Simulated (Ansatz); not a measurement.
**Fields on a plane of AlN (zinc blende)**

```
AlN
1.0
    0.00000     2.18491     2.18491
    2.18491     0.00000     2.18491
    2.18491     2.18491     0.00000
N Al
1 1
Cartesian
  3.27737   3.27737   3.27737
  0.00000   0.00000   0.00000
```

The slice is a {100} plane (indices of the conventional cell) through the point (0.000, 0.000, 0.000) (fractional), spanned by u = [100] and v = [0 1 -1] in vectors of this cell: u (3.09 Å) and v (3.09 Å, at 90° to u). It covers one period; positions are fractions (u, v).

Atoms on it: Al at (0.00, 0.00).

These are r2SCAN (plane waves to 500 eV, PAW, scalar-relativistic; Ansatz, a program for electronic structure) values and carry that method's errors. k mesh 13×13×13. Inside the PAW spheres the values are not all-electron values, and peaks at nuclei hang on which shells count as valence. AlN was relaxed with its symmetry unable to fall.

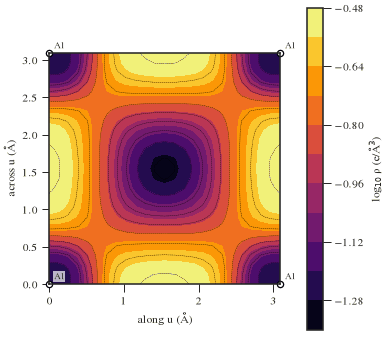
Figure: Log₁₀ of the valence density in e/Å³, one period of the plane, atoms marked. The scale is logarithmic, as a density can span decades between atoms and voids.

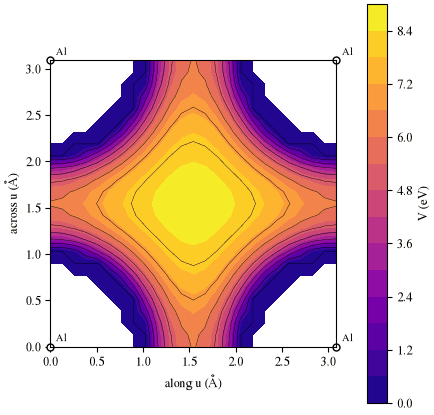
Figure: Electrostatic potential energy of an electron, from the cell's mean, in eV, one period of the plane, atoms marked. Points within 0.8 Å of a nucleus are left white, as the pseudised field means little there. Values under 0 eV are set to 0. The zero, the cell's mean, hangs on the PAW cores.
